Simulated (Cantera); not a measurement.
Feed: 1 mol SiH₂Cl₂, 0.12 mol HCl, a varied amount of H₂, equilibrated at 1123 K and 300 Pa.

Equilibrium computed with Cantera from the NASA thermochemical tables; the gas is ideal and each condensed phase is pure. Candidate condensed phases: Si; 19 gas species. The tables' values for SiCl₃ are old estimates; treat these amounts as uncertain. Rates play no part.

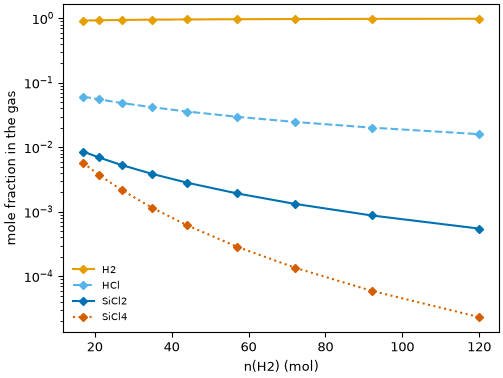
Figure. Equilibrium gas composition (values under 1e-9 drawn at 1e-9)

### Question
Read off the mole fractions at 27 mol H₂.

### Answer
H₂ about 0.94, HCl about 0.049, SiCl₂ about 0.0053, SiCl₄ about 0.0022.
